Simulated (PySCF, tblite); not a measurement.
**C₅H₆FNO₂− (doublet): geometry, infrared bands and EPR parameters**

Wanted: the infrared bands and EPR parameters of C₅H₆FNO₂− (doublet) (`C[C@@]1([C]=[N-])CO[C@H](F)O1`), by calculation.

Computed with tblite 0.8.0 and PySCF 2.14.0, with density-fitted response routines of our own, on a single molecule in the gas phase. Atoms are numbered from 0 throughout.

## 1. Starting geometry

15 atoms, charge -1, multiplicity 2; geometry from: force field or distance geometry start.

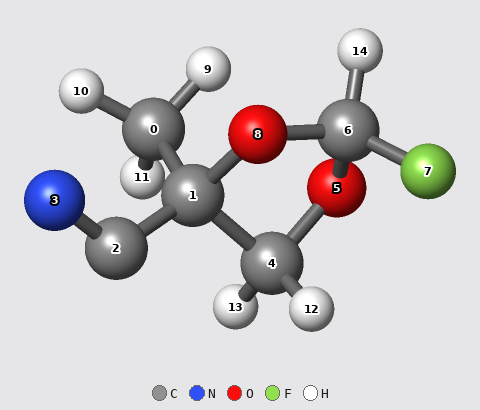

The starting geometry (carbon grey, nitrogen blue, oxygen red, fluorine green, hydrogen white), atoms numbered.

## 2. Relaxing the molecule with GFN2-xTB

What the job is given:

```
{"job": {"kind": "relax", "xc": "GFN2-xTB", "basis": "xTB"}, "charge": -1, "multiplicity": 2}
C     -1.223200     0.601500     0.524600
C     -0.454700    -0.363600    -0.321100
C     -1.255700    -1.209900    -1.185900
N     -2.041600    -2.078800    -0.702500
C      0.606200     0.446900    -1.038700
O      1.256800     0.955600     0.085700
C      1.457700    -0.209500     0.804900
F      2.663500    -0.737000     0.379800
O      0.389000    -1.065400     0.558900
H     -0.645100     0.894100     1.421000
H     -2.191000     0.198900     0.883400
H     -1.405100     1.503900    -0.075800
H      1.297500    -0.186500    -1.601600
H      0.100200     1.214700    -1.635400
H      1.441000     0.043000     1.880800
```

Run with:

```console
> OMP_NUM_THREADS=1 python probes_run.py task.json out
```

One launch serves the whole session: the jobs run in the order shown.

Log:

```text
step      E/eV     max force
  0    -805.84795    3.900
  1    -806.09585    4.910
  2    -806.27154    1.137
  3    -806.35069    1.127
  4    -806.58069    1.401
  5    -806.87473    2.950
  6    -806.68533    6.278
  7    -807.33319    2.040
  8    -807.61144    1.927
  9    -808.04900    0.952
 10    -808.12029    0.701
 11    -808.19720    0.553
 12    -808.23616    0.501
 13    -808.25942    0.417
 14    -808.28128    0.465
 15    -808.30139    0.338
 16    -808.31732    0.342
 17    -808.33219    0.379
 18    -808.35051    0.465
 19    -808.36997    0.402
 20    -808.38745    0.228
 21    -808.40066    0.236
 22    -808.41148    0.236
 23    -808.42139    0.303
 24    -808.43025    0.362
 25    -808.43764    0.469
 26    -808.44396    0.214
 27    -808.44922    0.466
 28    -808.45497    0.209
 29    -808.46047    0.126
 30    -808.46352    0.155
 31    -808.46571    0.151
 32    -808.46795    0.148
 33    -808.47004    0.134
 34    -808.47216    0.117
 35    -808.47430    0.173
 36    -808.47672    0.130
 37    -808.47922    0.153
 38    -808.48152    0.239
 39    -808.48360    0.212
 40    -808.48526    0.181
 41    -808.48628    0.076
 42    -808.48698    0.078
 43    -808.48754    0.076
 44    -808.48804    0.075
 45    -808.48838    0.048
 46    -808.48865    0.054
 47    -808.48902    0.066
 48    -808.48956    0.083
 49    -808.49027    0.077
 50    -808.49111    0.076
 51    -808.49207    0.083
 52    -808.49317    0.086
 53    -808.49427    0.091
 54    -808.49511    0.083
 55    -808.49572    0.075
 56    -808.49629    0.059
 57    -808.49687    0.052
 58    -808.49729    0.060
 59    -808.49752    0.036
 60    -808.49769    0.048
 61    -808.49796    0.051
 62    -808.49836    0.059
 63    -808.49886    0.060
 64    -808.49938    0.066
 65    -808.49992    0.063
 66    -808.50050    0.054
 67    -808.50101    0.048
 68    -808.50132    0.033
 69    -808.50148    0.023
 70    -808.50158    0.025
 71    -808.50169    0.025
 72    -808.50176    0.018
 73    -808.50179    0.014
 74    -808.50181    0.013
 75    -808.50184    0.014
 76    -808.50188    0.018
 77    -808.50193    0.020
 78    -808.50199    0.022
 79    -808.50207    0.025
 80    -808.50216    0.026
 81    -808.50231    0.033
 82    -808.50251    0.053
 83    -808.50275    0.053
 84    -808.50295    0.054
 85    -808.50309    0.025
 86    -808.50319    0.026
 87    -808.50327    0.029
 88    -808.50338    0.035
 89    -808.50349    0.033
 90    -808.50365    0.034
 91    -808.50382    0.040
 92    -808.50405    0.053
 93    -808.50437    0.062
 94    -808.50487    0.080
 95    -808.50504    0.114
 96    -808.50587    0.059
 97    -808.50619    0.027
 98    -808.50641    0.039
 99    -808.50648    0.033
100    -808.50670    0.025
101    -808.50677    0.022
102    -808.50683    0.028
103    -808.50690    0.023
104    -808.50695    0.019
105    -808.50699    0.011
106    -808.50700    0.009
```

It took 0.55 s on 1 thread of Arm Neoverse V2, shared host.

Along the way: (not every step is listed) (the energy doesn't fall at every step)

```
step  energy from step 0 (eV)  largest force (eV/Å)
   0                   0.0000                3.8998
   1                  -0.2479                4.9097
   2                  -0.4236                1.1366
   3                  -0.5027                1.1271
   4                  -0.7327                1.4013
   5                  -1.0268                2.9503
   6                  -0.8374                6.2784
   7                  -1.4852                2.0404
   8                  -1.7635                1.9273
  17                  -2.4842                0.3787
  26                  -2.5960                0.2143
  35                  -2.6264                0.1726
  44                  -2.6401                0.0752
  53                  -2.6463                0.0914
  62                  -2.6504                0.0588
  71                  -2.6537                0.0248
  80                  -2.6542                0.0262
  89                  -2.6555                0.0334
  98                  -2.6585                0.0388
 101                  -2.6588                0.0221
 102                  -2.6589                0.0278
 103                  -2.6590                0.0230
 104                  -2.6590                0.0194
 105                  -2.6590                0.0111
 106                  -2.6590                0.0088
```

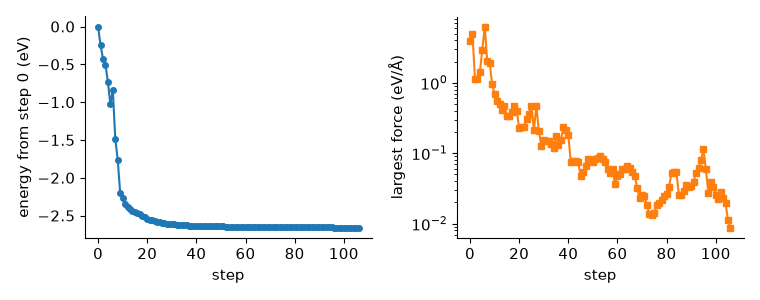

Energy and largest force along the relaxation.

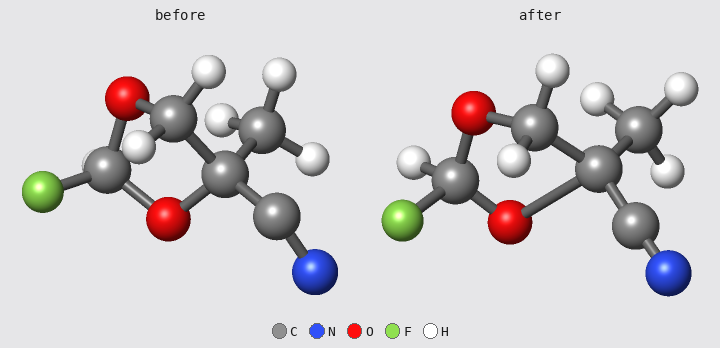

Before and after, at one scale.

Distances of close pairs at the start and the end, largest changes first:

```csv
bond,before (Å),after (Å),change (Å)
C1–O8,1.407,2.211,+0.804
C6–O8,1.391,1.256,-0.135
C6–F7,1.383,1.497,+0.114
C2–N3,1.267,1.166,-0.102
C1–C2,1.451,1.369,-0.082
C4–O5,1.395,1.417,+0.022
C0–H10,1.108,1.088,-0.020
C0–H9,1.106,1.088,-0.018
```

The end geometry stands in the next job.

## 3. Vibrational analysis with GFN2-xTB

What the job is given:

```
{"job": {"kind": "ir", "xc": "GFN2-xTB", "basis": "xTB"}, "charge": -1, "multiplicity": 2}
C     -1.530087     0.723935     0.501790
C     -0.699846    -0.162919    -0.378712
C     -1.287400    -1.241949    -0.982525
N     -1.809321    -2.141068    -1.509876
C      0.556111     0.408535    -0.964783
O      1.485034     0.777750     0.040017
C      1.629458    -0.283757     0.942628
F      2.652528    -1.160313     0.290144
O      0.589540    -0.917319     1.251167
H     -0.873844     1.334304     1.119081
H     -2.165369     0.124106     1.149778
H     -2.167435     1.386795    -0.098227
H      1.016929    -0.319005    -1.648053
H      0.353765     1.341796    -1.512162
H      2.245521     0.137099     1.777822
```

Log:

```text
mode    cm-1     km/mol
  1      57.3      0.25
  2      94.9      0.94
  3     122.3      2.51
  4     149.0      7.75
  5     179.3      3.50
  6     195.7     13.65
  7     295.2     52.38
  8     312.2     11.26
  9     413.3      6.04
 10     445.2      7.55
 11     456.8     27.89
 12     505.9     47.21
 13     562.8      7.26
 14     663.0    314.28
 15     761.0     56.45
 16     821.8     11.42
 17     896.9     94.94
 18     954.9     12.28
 19     999.8     10.46
 20    1010.4     22.25
 21    1047.7     38.69
 22    1195.9      6.77
 23    1219.5      8.05
 24    1254.0     46.27
 25    1291.4      4.77
 26    1306.4     24.17
 27    1365.1      4.08
 28    1383.3      3.44
 29    1396.6    545.25
 30    1448.4      1.86
 31    1476.0      0.18
 32    1483.2      3.39
 33    2243.0    373.53
 34    2638.9    361.28
 35    2842.1     81.98
 36    2880.6    121.28
 37    2884.7     55.95
 38    3024.1     22.45
 39    3029.4     28.46
```

It took 0.38 s on 1 thread of Arm Neoverse V2, shared host.

Which atoms move in the most intense modes:

```csv
cm⁻¹,km/mol,atoms
663,314.3,"C6 54 %, O5 19 %, O8 14 %"
761,56.5,"C6 26 %, O5 25 %, O8 16 %"
897,94.9,"C6 62 %, O5 16 %"
1397,545.2,"C6 57 %, O8 37 %"
2243,373.5,"C2 62 %, N3 35 %"
2639,361.3,H14 95 %
2842,82.0,H13 87 %
2881,121.3,H11 92 %
```

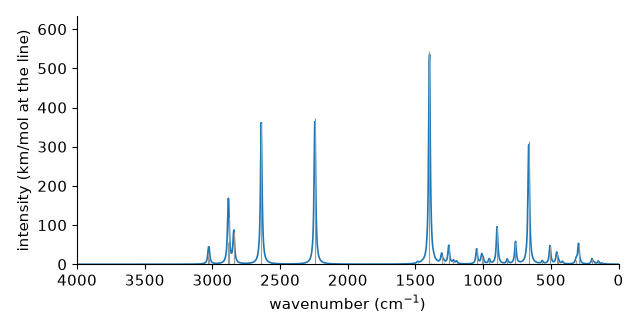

The infrared spectrum from these modes, unscaled. Lines are broadened to a width of 14 cm⁻¹ (Lorentzian).

The optimised geometry no longer has the bonds of the starting formula, so what follows describes that rearranged structure.

## 4. g tensor and hyperfine couplings: B3LYP/pcH-1

The job, as its differences from that of step 3:

```diff
@@ -1,2 +1,2 @@
-{"job": {"kind": "ir", "xc": "GFN2-xTB", "basis": "xTB"}, "charge": -1, "multiplicity": 2}
+{"job": {"kind": "epr", "basis": "pcH-1"}, "charge": -1, "multiplicity": 2}
 C     -1.530087     0.723935     0.501790
```

With the program's defaults for keys left out, this is: UKS B3LYP, pcH-1 on C F H N O, non-relativistic, mean-field spin-orbit, GIAO.

Log:

```text
UKS, coarse grid
  cycle   1  E = -498.93504046  |g| = 8.64e-01
  cycle   2  E = -498.18748198  |g| = 1.62e+00
  cycle   3  E = -499.16525892  |g| = 3.13e-01
  cycle   4  E = -499.20301086  |g| = 9.31e-02
  cycle   5  E = -499.20534439  |g| = 3.41e-02
  cycle   6  E = -499.20578610  |g| = 1.48e-02
  cycle   7  E = -499.20585554  |g| = 8.46e-03
  cycle   8  E = -499.20588681  |g| = 2.50e-03
  cycle   9  E = -499.20589112  |g| = 1.12e-03
  cycle  10  E = -499.20589248  |g| = 4.46e-04
UKS, final grid
  cycle   1  E = -499.20586203  |g| = 6.60e-04
  cycle   2  E = -499.20586166  |g| = 1.29e-03
  cycle   3  E = -499.20586224  |g| = 2.00e-04
  cycle   4  E = -499.20586226  |g| = 9.82e-05
  cycle   5  E = -499.20586228  |g| = 7.58e-05
  cycle   6  E = -499.20586228  |g| = 2.43e-05
E = -499.20586228 Eh   <S^2> = 0.7587 (exact 0.7500)
g shifts (ppm)      1          2          3
  rmc          -226       -226       -226
  gc             -5         94         55
  oz_so          63       1329       2492
  total        -168       1196       2321
hyperfine (MHz)  atom isotope    a_iso     a_fc   dipolar eigenvalues
    0   13C     -22.45     -22.45     -1.12     -0.24      1.36
    1   13C     121.03     121.03    -56.11    -55.84    111.95
    2   13C     -46.02     -46.02     -8.48     -4.50     12.98
    3   14N       7.45       7.45    -13.82    -11.05     24.87
    4   13C     -21.17     -21.17     -0.80     -0.62      1.42
    5   17O       6.30       6.30    -11.47      5.64      5.83
    6   13C     -16.52     -16.52     -2.34     -1.28      3.63
    7   19F     -21.53     -21.53     -5.01     -0.30      5.31
    8   17O     -72.48     -72.48    -73.81     35.87     37.93
    9    1H      15.22      15.22     -3.76     -2.39      6.15
   10    1H      16.82      16.82     -3.90     -2.53      6.43
   11    1H      60.56      60.56     -3.48     -2.79      6.27
   12    1H       3.14       3.14     -3.99     -2.38      6.36
   13    1H      58.17      58.17     -3.55     -2.55      6.10
   14    1H      53.96      53.96     -2.21     -1.53      3.74
```

Wall time 93 s (1 thread of Arm Neoverse V2, shared host); peak memory 1.1 GiB.

Principal g values 2.00215, 2.00352, 2.00464; g(iso) = 2.00344, against 2.00232 for a free electron.

Hyperfine couplings, nucleus by nucleus at this fixed geometry (no averaging over rotations):

```csv
nuclei,isotope,a(iso) (MHz),"a(iso) (G, at g = 2.0023)",largest dipolar term (MHz)
C1,13C,121.0,43.2,111.9
O8,17O,-72.5,-25.9,-73.8
H11,1H,60.6,21.6,6.3
H13,1H,58.2,20.8,6.1
H14,1H,54.0,19.3,3.7
C2,13C,-46.0,-16.4,13.0
C0,13C,-22.5,-8.0,1.4
F7,19F,-21.5,-7.7,5.3
C4,13C,-21.2,-7.6,1.4
H10,1H,16.8,6.0,6.4
C6,13C,-16.5,-5.9,3.6
H9,1H,15.2,5.4,6.2
N3,14N,7.5,2.7,24.9
O5,17O,6.3,2.2,-11.5
```

Mulliken spin populations:

C0 -0.04; C1 0.62; C2 -0.12; N3 0.29; C4 -0.04; O5 0.02; C6 -0.03; F7 0.00; O8 0.20; H9 0.01; H10 0.01; H11 0.02; H12 0.00; H13 0.03; H14 0.03

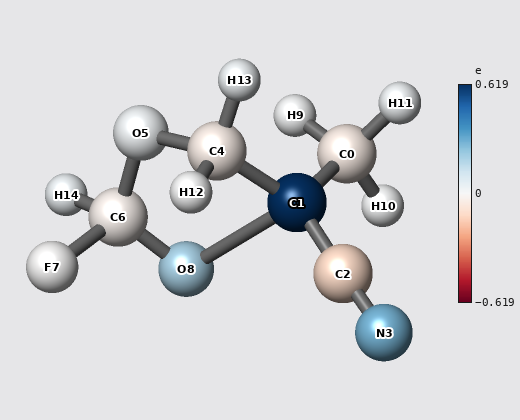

Mulliken spin populations, as colours on the atoms.

Orbitals, density, ELF and potential are computed afterwards from the orbital file.

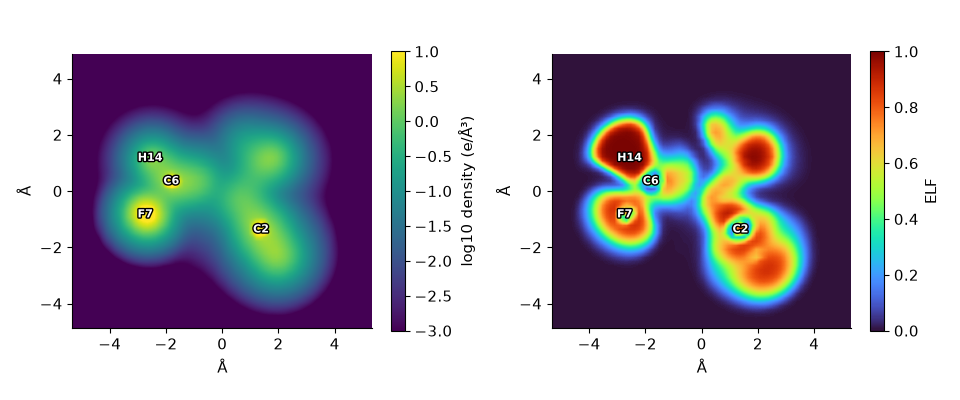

Density (left) and ELF (right) in a plane through or near 4 of the atoms.

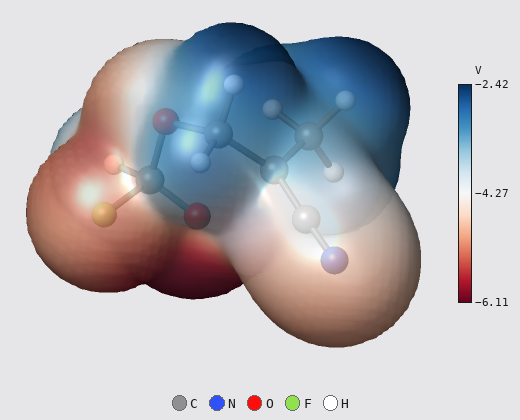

Electrostatic potential on the surface of density 0.002 e/bohr³; red is low, blue high. It runs from -6.11 V near O8 to -2.42 V near H11.

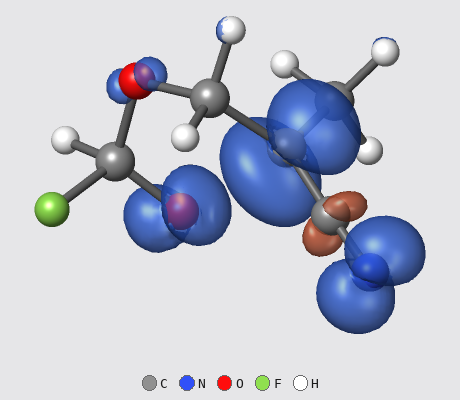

Spin density at ±0.04 e/Å³ (alpha excess blue, beta excess red).

## 5. Outcome

```
                                 quantity                  value
strongest single infrared mode (GFN2-xTB)  1397 cm⁻¹, 545 km/mol
             zero-point energy (GFN2-xTB)          64.8 kcal/mol
                           g(iso) (B3LYP)                2.00344
                                     ⟨S²⟩     0.759 (exact 0.75)
                           largest a(iso)   13C on C1, 121.0 MHz
```

What this shows: Relaxing lowered the energy by 2.659 eV in 106 steps; the close pair that moved most is C1–O8, from 1.407 to 2.211 Å. The frame itself reshapes: C1···O8 goes from 1.41 to 2.21 Å. No mode is imaginary among the 39: a minimum at this level. The strongest single mode, at 1397 cm⁻¹, moves mainly C6 and O8. GFN2-xTB is a fitted tight-binding method: band positions and strengths are rough. Its intensities can rank the bands wrongly. The structure rearranged or came apart on optimisation; the results belong to the end geometry, not to the formula as drawn. The largest share of the spin, 0.62 e, sits on C1. The isotropic g lies 1.1 ppt above the free-electron value. The records flag this anion as possibly unbound in the gas phase, so the basis may hold the extra electron. The conformer search found further structures of the same energy, which may be mirror or relabelled copies of this one.
